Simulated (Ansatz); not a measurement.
# LaRuGe (P4/nmm): the equilibrium volume, part 2 of 2

At what volume is LaRuGe (P4/nmm) free of pressure?

Ansatz 0.2.0; DFT PBEsol, scalar-relativistic, plane waves, PAW. The steps go on from the part before.

## 3. Full relaxation

Input file input.yaml:

```yaml
crystal:
  lattice:
    - [4.35674675, 0.0, 0.0]
    - [0.0, 4.35674675, 0.0]
    - [0.0, 0.0, 7.0717349]
  atoms:
    - { symbol: Ge, position: [0.0, 0.5, 0.81866759] }
    - { symbol: Ge, position: [0.5, 0.0, 0.18133241] }
    - { symbol: La, position: [0.0, 0.5, 0.30862188] }
    - { symbol: La, position: [0.5, 0.0, 0.69137812] }
    - { symbol: Ru, position: [0.0, 0.0, 0.0] }
    - { symbol: Ru, position: [0.5, 0.5, 0.0] }
basis:
  ecutwfc: 420
kpoints:
  mp_grid: { grid: [8, 8, 6] }
hamiltonian:
  xc: pbesol
scf:
  occupations: { method: gaussian, width: 0.05 }
output:
  forces: true
  stress: true
  eigenvalues: true
  write_density: true
  write_potential: true
  elf: true
  volumetric_format: npy
relax:
  adjacent_minimum: "off"
  f_tol: 0.005
  max_steps: 80
  cell: { stress_tol: 0.05 }
```

Started as:

```console
ansatz run input.yaml --threads 8 --pin off --max-ram 14336MiB --backend cpu --events-out ev --progress --plain --runs-dir out
```

Output:

```text
Warning: RAYON_NUM_THREADS=8 ignored (pool sized by the plan → 8); use --threads N
Engine: ansatz 0.2.0, aarch64-unknown-linux-gnu
Pseudopotentials: kind: paw
Pseudopotential: Ge, paw, valence charge 14, recommended cutoff 420 eV (normal), Ge.paw.azcp
Pseudopotential: La, paw, valence charge 11, recommended cutoff 420 eV (normal), La.paw.azcp
Pseudopotential: Ru, paw, valence charge 16, recommended cutoff 420 eV (normal), Ru.paw.azcp
Functional definition: PBEsol
  exchange = pbesol_x
  correlation = pbesol_c
Crystal: 6 atoms, lattice volume = 134.230 Å³
Basis set: ecut = 420 eV, 2607 PW (Γ), exchange–correlation on 60×60×96 points (8 copies of the dense FFT grid, shifted against one another)
Bands: 50, of which v1, the nominal top of the filled ones, is band 41 counted from 1 (40 counted from 0)
Symmetry: 16 space group operations
Space group: P4/nmm (ITA 129), of the structure as read, at distance tolerance 5.1e-5 Å
k-points: 60 of 384
Non-local potential: Ge, projectors of the file, l = 0: 2, l = 1: 2, l = 2: 3, l = 3: 1
Non-local potential: La, projectors of the file, l = 0: 3, l = 1: 2, l = 2: 2, l = 3: 3
Non-local potential: Ru, projectors of the file, l = 0: 3, l = 1: 2, l = 2: 2, l = 3: 1
PAW form: soft (Blöchl's): semilocal exchange-correlation on the pseudo side does not see the compensation charge
PAW frozen core: Ge, regenerated for the run's functional, and the local potential with it (the file was generated under x = pbe(κ = 0.804, μ = 0.2195149727645171), c = pbe(β = 0.06672455060314922))
PAW frozen core: La, regenerated for the run's functional, and the local potential with it (the file was generated under x = pbe(κ = 0.804, μ = 0.2195149727645171), c = pbe(β = 0.06672455060314922))
PAW frozen core: Ru, regenerated for the run's functional, and the local potential with it (the file was generated under x = pbe(κ = 0.804, μ = 0.2195149727645171), c = pbe(β = 0.06672455060314922))
PAW one-centre angular grid: Ge, 590 points (default); XC on 64 Gauss nodes
PAW one-centre angular grid: La, 590 points (default); XC on 64 Gauss nodes
PAW one-centre angular grid: Ru, 590 points (default); XC on 64 Gauss nodes
Initial density: superposition of atomic densities (neutral atoms: chi_scale 0, normalization atom), corrected by the library's trained network
Initial wavefunctions: pseudopotential atomic-orbital guess
Functional: x = pbesol(κ = 0.804, μ = 0.12345679012345678), c = pbesol(β = 0.046)
SCF iter   1: F=—  HF=-32466.635551 eV  |F-HF|=—  |Δ(HF+E_count)|=         —  Δρ=6.63e-3  dr2=1.13e-1  ethr=1.77e-3  ⟨swp⟩=5.7  Hψ=10338  notcnv=0  defer=8
preconditioner: auto → Kerker (q_TF=auto, 2.513 Å⁻¹)  [metal: Δε(μ)=0.011 eV  Ē_g=13.849 eV  σ=0.050 eV  W_gap=0.12  n_scr=36 (ndim 8)  ℏωp=25.2 eV  f_vac=0.000  D(μ)=6.59/eV (n_scr^D=50)]
SCF iter   2: F=—  HF=-32466.627312 eV  |F-HF|=—  |Δ(HF+E_count)|=   8.24e-3  Δρ=2.35e-3  dr2=1.01e-2  ethr=1.37e-4  ⟨swp⟩=3.4  Hψ=6029  notcnv=0  defer=239
SCF iter   3: F=—  HF=-32466.626655 eV  |F-HF|=—  |Δ(HF+E_count)|=   6.58e-4  Δρ=7.12e-4  dr2=3.58e-4  ethr=1.23e-5  ⟨swp⟩=2.0  Hψ=3996  notcnv=0  defer=239
SCF iter   4: F=—  HF=-32466.626698 eV  |F-HF|=—  |Δ(HF+E_count)|=   4.39e-5  Δρ=2.38e-4  dr2=5.47e-5  ethr=4.36e-7  ⟨swp⟩=2.2  Hψ=4859  notcnv=0  defer=239
SCF iter   5: F=—  HF=-32466.626824 eV  |F-HF|=—  |Δ(HF+E_count)|=   1.26e-4  Δρ=6.91e-5  dr2=6.62e-6  ethr=6.67e-8  ⟨swp⟩=2.0  Hψ=4862  notcnv=0  defer=238
SCF iter   6: F=—  HF=-32466.626826 eV  |F-HF|=—  |Δ(HF+E_count)|=   1.09e-6  Δρ=1.74e-5  dr2=6.35e-7  ethr=8.08e-9  ⟨swp⟩=2.1  Hψ=4948  notcnv=0  defer=238
SCF iter   7: F=-32466.626825 eV  HF=-32466.626826 eV  |F-HF|=6.27e-8  |Δ(HF+E_count)|=   8.97e-9  Δρ=5.60e-6  dr2=9.68e-8  ethr=1.22e-10  ⟨swp⟩=18.2  Hψ=24777  notcnv=0
SCF 1 converged in 7 iterations: F = -32466.626825 eV  dr2 = 9.68e-8
relax step   1: F+E_penalty+E_count = -32466.62682548 eV  Δ(F+E_penalty+E_count) = +0.000e0 eV  max|allowed force component| = 1.941e-1 eV/Å  Δτ_max = 0.0000 Å  P = -4.072 GPa  Ω = 134.230 Å³  (7 SCF iters, dr2 threshold 1.00e-7 eV, accepted)
Crystal: 6 atoms, lattice volume = 123.060 Å³
Basis set: ecut = 420 eV, 2363 PW (Γ), exchange–correlation on 60×60×96 points (8 copies of the dense FFT grid, shifted against one another)
Initial density: handed on by an earlier stage of this run
Initial wavefunctions: those handed on with the density
SCF iter   1: F=—  HF=-32466.824444 eV  |F-HF|=—  |Δ(HF+E_count)|=         —  Δρ=2.44e-2  dr2=2.64e0  ethr=3.10e-3  ⟨swp⟩=13.1  Hψ=14605  notcnv=0  defer=3
preconditioner: auto → Kerker (q_TF=auto, 2.550 Å⁻¹)  [metal: Δε(μ)=0.026 eV  Ē_g=13.952 eV  σ=0.050 eV  W_gap=0.28  n_scr=36 (ndim 8)  ℏωp=26.4 eV  f_vac=0.000  D(μ)=4.67/eV (n_scr^D=36)]
SCF iter   2: F=—  HF=-32466.652879 eV  |F-HF|=—  |Δ(HF+E_count)|=   1.72e-1  Δρ=8.35e-3  dr2=3.93e-1  ethr=3.10e-3  ⟨swp⟩=2.3  Hψ=3778  notcnv=0  defer=225
SCF iter   3: F=—  HF=-32466.625789 eV  |F-HF|=—  |Δ(HF+E_count)|=   2.71e-2  Δρ=2.07e-3  dr2=2.49e-2  ethr=4.79e-4  ⟨swp⟩=2.5  Hψ=3494  notcnv=0  defer=229
SCF iter   4: F=—  HF=-32466.623000 eV  |F-HF|=—  |Δ(HF+E_count)|=   2.79e-3  Δρ=5.63e-4  dr2=6.52e-4  ethr=3.03e-5  ⟨swp⟩=2.1  Hψ=4323  notcnv=0  defer=229
SCF iter   5: F=—  HF=-32466.622906 eV  |F-HF|=—  |Δ(HF+E_count)|=   9.34e-5  Δρ=2.50e-4  dr2=1.12e-4  ethr=7.96e-7  ⟨swp⟩=2.0  Hψ=5064  notcnv=0  defer=229
SCF iter   6: F=—  HF=-32466.622979 eV  |F-HF|=—  |Δ(HF+E_count)|=   7.30e-5  Δρ=1.16e-4  dr2=2.17e-5  ethr=1.37e-7  ⟨swp⟩=2.1  Hψ=4828  notcnv=0  defer=229
SCF iter   7: F=—  HF=-32466.622967 eV  |F-HF|=—  |Δ(HF+E_count)|=   1.28e-5  Δρ=3.71e-5  dr2=1.23e-6  ethr=2.64e-8  ⟨swp⟩=2.9  Hψ=4999  notcnv=0  defer=229
SCF iter   8: F=-32466.622967 eV  HF=-32466.622967 eV  |F-HF|=5.45e-8  |Δ(HF+E_count)|=   2.29e-7  Δρ=1.07e-5  dr2=1.08e-7  ethr=7.32e-10  ⟨swp⟩=20.1  Hψ=28300  notcnv=0
the search or the solves at the SCF's close seem to have found levels that the self-consistency loop had missed (the run counts 1). By its estimate they hold under 1e-12 electrons; where the run keeps them, the occupations were computed again with them
SCF 2 converged in 8 iterations: F = -32466.622967 eV  dr2 = 1.08e-7
  Residual-converged pass: ⟨swp⟩=1.0  Hψ=3240  notcnv=0  max |occ|·‖R‖ = 7.1e-9 eV (tolerance 1.0e-8 eV)  dr2=1.08e-7  dr2_onsite=1.08e-8  max |Δocc| = 1.7e-10
relax step   2: F+E_penalty+E_count = -32466.62296668 eV  Δ(F+E_penalty+E_count) = +3.859e-3 eV  max|allowed force component| = 2.766e-1 eV/Å  Δτ_max = 0.0732 Å  P = +4.341 GPa  Ω = 123.060 Å³  energy of the carried Pulay correction = +1.468e-3 eV  (8 SCF iters, dr2 threshold 6.00e-7 eV, rejected (line search))
Crystal: 6 atoms, lattice volume = 128.784 Å³
Basis set: ecut = 420 eV, 2527 PW (Γ), exchange–correlation on 60×60×96 points (8 copies of the dense FFT grid, shifted against one another)
iter 1 solved again at ethr=6.41e-4 eV; its pass at ethr=3.10e-3 eV (dr2=5.26e-1 eV) is discarded
SCF iter   1: F=—  HF=-32466.751272 eV  |F-HF|=—  |Δ(HF+E_count)|=         —  Δρ=1.12e-2  dr2=5.37e-1  ethr=6.41e-4  ⟨swp⟩=1.4  Hψ=16016  notcnv=0
preconditioner: auto → Kerker (q_TF=auto, 2.531 Å⁻¹)  [metal: Δε(μ)=0.012 eV  Ē_g=14.029 eV  σ=0.050 eV  W_gap=0.13  n_scr=36 (ndim 8)  ℏωp=25.8 eV  f_vac=0.000  D(μ)=7.05/eV (n_scr^D=66)]
SCF iter   2: F=—  HF=-32466.709227 eV  |F-HF|=—  |Δ(HF+E_count)|=   4.20e-2  Δρ=4.31e-3  dr2=1.10e-1  ethr=6.41e-4  ⟨swp⟩=3.0  Hψ=3640  notcnv=0
SCF iter   3: F=—  HF=-32466.700313 eV  |F-HF|=—  |Δ(HF+E_count)|=   8.91e-3  Δρ=1.12e-3  dr2=5.36e-3  ethr=1.34e-4  ⟨swp⟩=2.9  Hψ=4078  notcnv=0  defer=2
SCF iter   4: F=—  HF=-32466.699540 eV  |F-HF|=—  |Δ(HF+E_count)|=   7.73e-4  Δρ=3.81e-4  dr2=5.21e-4  ethr=6.54e-6  ⟨swp⟩=2.2  Hψ=5393  notcnv=0  defer=7
SCF iter   5: F=—  HF=-32466.699452 eV  |F-HF|=—  |Δ(HF+E_count)|=   8.80e-5  Δρ=1.65e-4  dr2=7.04e-5  ethr=6.36e-7  ⟨swp⟩=2.1  Hψ=4565  notcnv=0  defer=7
SCF iter   6: F=—  HF=-32466.699569 eV  |F-HF|=—  |Δ(HF+E_count)|=   1.18e-4  Δρ=6.73e-5  dr2=1.08e-5  ethr=8.58e-8  ⟨swp⟩=2.0  Hψ=4958  notcnv=0  defer=7
SCF iter   7: F=—  HF=-32466.699568 eV  |F-HF|=—  |Δ(HF+E_count)|=   1.39e-6  Δρ=1.43e-5  dr2=3.13e-7  ethr=1.31e-8  ⟨swp⟩=2.0  Hψ=4737  notcnv=0  defer=7
SCF iter   8: F=—  HF=-32466.699569 eV  |F-HF|=—  |Δ(HF+E_count)|=   9.38e-7  Δρ=3.95e-6  dr2=1.91e-8  ethr=3.82e-10  ⟨swp⟩=2.0  Hψ=5346  notcnv=0  defer=7
SCF iter   9: F=—  HF=-32466.699569 eV  |F-HF|=—  |Δ(HF+E_count)|=   3.70e-9  Δρ=8.95e-7  dr2=1.37e-9  ethr=2.33e-11  ⟨swp⟩=2.3  Hψ=5018  notcnv=0  defer=7
SCF iter  10: F=—  HF=-32466.699569 eV  |F-HF|=—  |Δ(HF+E_count)|=  4.15e-10  Δρ=2.27e-7  dr2=1.11e-10  ethr=1.67e-12  ⟨swp⟩=3.0  Hψ=5325  notcnv=0  defer=7
SCF iter  11: F=-32466.699569 eV  HF=-32466.699569 eV  |F-HF|=0.00e0  |Δ(HF+E_count)|=  7.28e-12  Δρ=7.04e-8  dr2=1.15e-11  ethr=1.00e-12  ⟨swp⟩=10.8  Hψ=18122  notcnv=0
SCF 3 converged in 11 iterations: F = -32466.699569 eV  dr2 = 1.15e-11
relax step   3: F+E_penalty+E_count = -32466.69956866 eV  Δ(F+E_penalty+E_count) = -7.274e-2 eV  max|allowed force component| = 4.969e-2 eV/Å  Δτ_max = 0.0266 Å  P = -0.399 GPa  Ω = 128.784 Å³  energy of the carried Pulay correction = +7.001e-4 eV  (11 SCF iters, accepted)
[... 10 lines left out ...]
relax step   4: F+E_penalty+E_count = -32466.69986442 eV  Δ(F+E_penalty+E_count) = -2.958e-4 eV  max|allowed force component| = 5.045e-2 eV/Å  Δτ_max = 0.0098 Å  P = -0.045 GPa  Ω = 128.287 Å³  energy of the carried Pulay correction = +7.655e-4 eV  (6 SCF iters, dr2 threshold 4.32e-7 eV, accepted)
[... 10 lines left out ...]
relax step   5: F+E_penalty+E_count = -32466.70021159 eV  Δ(F+E_penalty+E_count) = -3.472e-4 eV  max|allowed force component| = 2.293e-2 eV/Å  Δτ_max = 0.0082 Å  P = +0.060 GPa  Ω = 128.367 Å³  energy of the carried Pulay correction = +7.549e-4 eV  (6 SCF iters, dr2 threshold 1.59e-7 eV, accepted)
[... 10 lines left out ...]
relax step   6: F+E_penalty+E_count = -32466.70028339 eV  Δ(F+E_penalty+E_count) = -7.180e-5 eV  max|allowed force component| = 9.929e-4 eV/Å  Δτ_max = 0.0019 Å  P = -0.004 GPa  Ω = 128.352 Å³  energy of the carried Pulay correction = +7.569e-4 eV  (6 SCF iters, dr2 threshold 3.29e-8 eV, accepted)
Initial wavefunctions: pseudopotential atomic-orbital guess (no wavefunctions were taken with the density)
iter 1 solved again at ethr=5.18e-7 eV; its pass at ethr=3.10e-3 eV (dr2=4.25e-4 eV) is discarded
SCF iter   1: F=—  HF=-32466.699303 eV  |F-HF|=—  |Δ(HF+E_count)|=         —  Δρ=5.50e-5  dr2=6.59e-7  ethr=5.18e-7  ⟨swp⟩=3.0  Hψ=19149  notcnv=0
eigensolver tolerance schedule: the retry pair's looser diagonalisation over-reported the residual by 643.47 of it (diagonalisation noise at 0.12 of the residual, at the tolerance the schedule requests for it); recorded, not acted on — ethr = c·dr2/N_el stays at c = 1.0e-1
preconditioner: auto → Kerker (q_TF=auto, 2.532 Å⁻¹)  [metal: Δε(μ)=0.028 eV  Ē_g=13.968 eV  σ=0.050 eV  W_gap=0.31  n_scr=36 (ndim 8)  ℏωp=25.8 eV  f_vac=0.000  D(μ)=6.41/eV (n_scr^D=50)]
SCF iter   2: F=—  HF=-32466.699435 eV  |F-HF|=—  |Δ(HF+E_count)|=   1.31e-4  Δρ=3.05e-5  dr2=3.00e-7  ethr=8.04e-10  ⟨swp⟩=2.3  Hψ=5460  notcnv=0
SCF iter   3: F=—  HF=-32466.699435 eV  |F-HF|=—  |Δ(HF+E_count)|=   4.78e-8  Δρ=9.03e-6  dr2=3.48e-8  ethr=3.66e-10  ⟨swp⟩=2.7  Hψ=5357  notcnv=0
SCF iter   4: F=—  HF=-32466.699435 eV  |F-HF|=—  |Δ(HF+E_count)|=   1.09e-8  Δρ=1.46e-6  dr2=2.43e-9  ethr=4.24e-11  ⟨swp⟩=2.0  Hψ=4632  notcnv=0
SCF iter   5: F=—  HF=-32466.699435 eV  |F-HF|=—  |Δ(HF+E_count)|=  1.82e-10  Δρ=3.86e-7  dr2=3.34e-10  ethr=2.96e-12  ⟨swp⟩=2.0  Hψ=4751  notcnv=0
SCF iter   6: F=-32466.699435 eV  HF=-32466.699435 eV  |F-HF|=4.37e-11  |Δ(HF+E_count)|=    0.00e0  Δρ=9.84e-8  dr2=5.76e-11  ethr=1.00e-12  ⟨swp⟩=10.1  Hψ=17118  notcnv=0
SCF 7 converged in 6 iterations: F = -32466.699435 eV  dr2 = 5.76e-11
relax step   7: F+E_penalty+E_count = -32466.69943498 eV  Δ(F+E_penalty+E_count) = +8.484e-4 eV  max|allowed force component| = 1.230e-3 eV/Å  Δτ_max = 0.0000 Å  P = +0.002 GPa  Ω = 128.352 Å³  stress off target by 7.05e-3 GPa  SCF on the basis re-selected at this cell (its energy is not comparable with the rows above)  (6 SCF iters)
basis re-selected at this cell: Δ(F+E_penalty+E_count) = +8.484e-4 eV, ΔP = +0.006 GPa vs the last step (what re-selecting the basis moved, of the pressure what is left beyond the Pulay correction that the steps carried, after the strain that the cell walked since its last selection, with what the two solves' SCF thresholds leave and, on support functions, any second-order correction that the steps lacked; it is no measure of the basis error at this ecutwfc). This SCF's stress stands 7.05e-3 GPa from its target on what of the cell is left free (relax.cell.stress_tol is 5.00e-2 GPa) and its largest allowed force component is 1.23e-3 eV/Å (relax.f_tol is 5.00e-3 eV/Å): within both
SCF converged after 6 iterations
Free energy (F): -32466.699435 eV
Harris-Foulkes:  -32466.699435 eV  (|F-HF|=4.37e-11)
Internal energy: -32466.691419 eV  (E = F + TS)
E sigma→0 (E₀):  -32466.695427 eV
Entropy (-TS):   -0.008016 eV (-1.336 meV/atom)
Fermi energy:    14.338182 eV
--- Per-component energies (eV) ---
  E_band       = -511.786181
  E_kinetic    = 1648.725566
  E_local      = -11352.462016  (includes V_loc(G=0)·N_el)
  E_nonlocal   = 1729.110233
  E_hartree    = 4788.119370
  E_xc         = -809.971552
  E_vxc        = -907.142105  (∫ρ·V_xc dr)
  E_paw        = -21417.926226  (= ΣΔE_a)
  E_vpaw       = -1206.257538  (= ΣTr[D̂ρ^β])
  E_aug_tail   = 0.000213  (compensation charges beyond the density's cutoff)
  E_ewald      = -7054.968491
  E_core_change = 2.681483  (= ΣΔE_core)
  E_smearing   = -0.008016  (= −TS)
  E_closure    = -0.000000  (closes the sum)
  Σ components = -32466.699435   (vs F -32466.699435, Δ=0.00e0)
--- Forces (eV/Å), atoms counted from 1 ---
  atom   1  Ge     0.00000000     0.00000000    -0.00122981
  atom   2  Ge     0.00000000     0.00000000     0.00122981
  atom   3  La     0.00000000     0.00000000     0.00044415
  atom   4  La     0.00000000     0.00000000    -0.00044415
  atom   5  Ru     0.00000000     0.00000000     0.00000000
  atom   6  Ru     0.00000000     0.00000000    -0.00000000
  max |Σ_I F_I| component: 0.00e0 eV/Å
--- Stress (GPa, compression-positive) ---
        0.006190       0.000000       0.000000
        0.000000       0.006190       0.000000
        0.000000       0.000000      -0.007049
  P = ⅓ Tr σ = 0.0018 GPa (0.018 kbar)
--- Band table (eV; the first three rows and the last of 60) ---
  k-point 0: bands = ["-57.7287", "-57.7025", "-27.9187", "-27.9187", "-27.7591", "-27.7591", "-27.7178", "-27.6772", "-17.9340", "-17.8621", "-9.5840", "-9.5775", "-9.5752", "-9.5694", "-9.5619", "-9.5619", "-9.5615", "-9.5615", "-9.5455", "-9.5437", "-1.9737", "-1.7239", "-1.7239", "-1.5773", "-1.5599", "-1.5599", "4.6163", "5.4701", "9.8257", "10.6470", "10.6470", "10.7995", "10.8403", "11.8215", "12.3534", "12.3534", "13.8793", "13.8793", "14.1272", "14.1410", "14.8302", "15.1358", "15.3269", "15.3474", "16.0655", "16.0655", "16.2835", "16.3773", "16.3773", "16.5822"]
  k-point 1: bands = ["-57.7287", "-57.7025", "-27.9187", "-27.9187", "-27.7591", "-27.7591", "-27.7178", "-27.6772", "-17.9319", "-17.8641", "-9.5840", "-9.5775", "-9.5751", "-9.5694", "-9.5620", "-9.5620", "-9.5614", "-9.5614", "-9.5455", "-9.5439", "-1.9549", "-1.7284", "-1.7284", "-1.6051", "-1.5552", "-1.5552", "4.6911", "5.4815", "9.7498", "10.5977", "10.6539", "10.6539", "10.8001", "11.8794", "12.3439", "12.3439", "13.8983", "13.8983", "14.0945", "14.1523", "14.3920", "15.1896", "15.3474", "15.7913", "15.9811", "15.9811", "16.4265", "16.4265", "16.5812", "16.6211"]
  k-point 2: bands = ["-57.7287", "-57.7025", "-27.9187", "-27.9187", "-27.7591", "-27.7591", "-27.7178", "-27.6772", "-17.9274", "-17.8686", "-9.5840", "-9.5775", "-9.5751", "-9.5695", "-9.5621", "-9.5621", "-9.5613", "-9.5613", "-9.5457", "-9.5443", "-1.9047", "-1.7367", "-1.7367", "-1.6729", "-1.5465", "-1.5465", "4.8600", "5.4909", "9.6186", "10.1506", "10.6682", "10.6682", "10.8014", "12.0193", "12.3202", "12.3202", "13.7708", "13.9576", "13.9576", "14.0564", "14.1880", "15.3474", "15.5082", "15.7656", "15.7656", "16.2959", "16.5515", "16.5515", "16.5792", "16.7872"]
  k-point 59: bands = ["-57.7155", "-57.7155", "-27.9417", "-27.9417", "-27.7431", "-27.7431", "-27.6954", "-27.6954", "-17.8690", "-17.8690", "-9.5774", "-9.5774", "-9.5708", "-9.5708", "-9.5700", "-9.5700", "-9.5669", "-9.5669", "-9.5448", "-9.5448", "-1.9947", "-1.9947", "-1.7785", "-1.7785", "-1.6950", "-1.6950", "5.6745", "5.6745", "9.7075", "9.7075", "11.9666", "11.9666", "12.0985", "12.0985", "12.3090", "12.3090", "12.9914", "12.9914", "13.4841", "13.4841", "13.8809", "13.8809", "15.1897", "15.1897", "15.8760", "15.8760", "16.5967", "16.5967", "16.7070", "16.7070"]
--- Relaxed structure (6 steps of the walk, 5 accepted, 1 SCFs on fresh bases) ---
  F+E_penalty+E_count = -32466.69943498 eV   max|allowed force component| = 1.230e-3 eV/Å   (the final SCF, on the basis selected at the relaxed cell)
  cell:  # Å, volume = 128.3519 Å³
    - [4.287711845315124, -6.555099048502959e-34, 0.0]
    - [-6.555099048502959e-34, 4.287711845315124, 0.0]
    - [0.0, 0.0, 6.981539228909434]
  atoms:
    - { symbol: Ge, position: [2.30237966597821e-37, 0.49999999999999994, 0.8152874576411401] }
    - { symbol: Ge, position: [0.49999999999999994, -1.1511898329891584e-37, 0.18471254235885978] }
    - { symbol: La, position: [-4.604759331956527e-37, 0.49999999999999994, 0.31172132652732576] }
    - { symbol: La, position: [0.49999999999999994, 5.755949164945258e-38, 0.688278673472674] }
    - { symbol: Ru, position: [2.3023796659782563e-37, 5.75594916494564e-38, -5.900741857332647e-35] }
    - { symbol: Ru, position: [0.49999999999999994, 0.49999999999999994, 2.269516098974095e-35] }
```

Run time: 25 s. Hardware: 8 threads of Arm Neoverse V2, shared host; peak memory 0.87 GiB.

Relaxation path:

```
step  energy from step 1 (meV/atom)  largest force component (eV/Å)  pressure (GPa)  volume (Å³/atom)
   1                            0.0                           0.194           -4.07            22.372
   2                            0.6                           0.277            4.34            20.510
   3                          -12.1                           0.050           -0.40            21.464
   4                          -12.2                           0.050           -0.04            21.381
   5                          -12.2                           0.023            0.06            21.395
   6                          -12.2                           0.001            0.00            21.392
   7                          -12.1                           0.001            0.00            21.392
```

Step 1 is the start. Step 2 was tried and not accepted. Step 7 repeats the geometry before it on a plane-wave basis chosen anew for the final cell, which shifts the energy by +0.1 meV/atom.

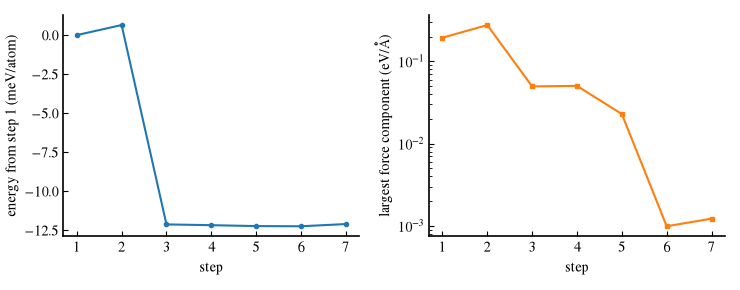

Energy (left) and largest force (right) by step.

Read off: volume 21.392 Å³/atom, pressure 0.00 GPa, no gap.

## 4. The cell, before and after

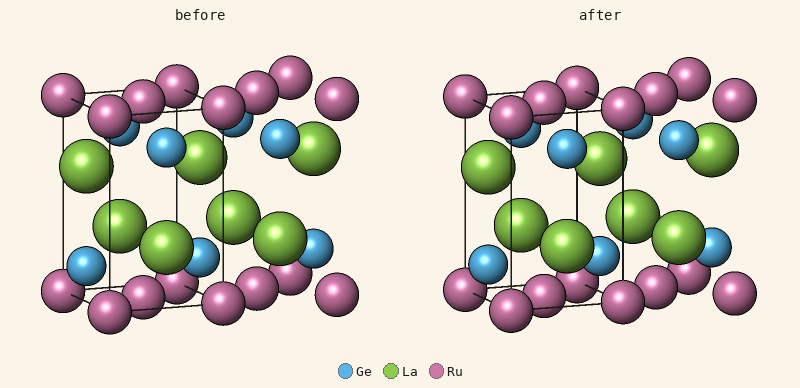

The structure before (left) and after (right), at one scale.

How the cell compares, before and after:

| cell as typed | before | after | change |
| --- | --- | --- | --- |
| a (Å) | 4.357 | 4.288 | -1.6 % |
| b (Å) | 4.357 | 4.288 | -1.6 % |
| c (Å) | 7.072 | 6.982 | -1.3 % |
| volume (Å³/atom) | 22.372 | 21.392 | -4.4 % |
| shortest distance (Å) | 2.528 | 2.502 | -1.0 % |
| space group | P4/nmm | P4/nmm | same |

## 5. Outcome

What follows sums up all 2 parts. Changes of volume or cell count from the first structure of part 1.

```
         quantity                                                                      value
           volume                                                             21.392 Å³/atom
         pressure                                                                   0.00 GPa
conventional cell  a = 4.288 Å, b = 4.288 Å, c = 6.982 Å, α = 90.00°, β = 90.00°, γ = 90.00°
  gap on the mesh                                                               none (metal)
```

In words: Over the 2 runs shown the cell moved from 22.37 to 21.39 Å³/atom, a change of -4.4 %, where the pressure is zero within 0.01 GPa.
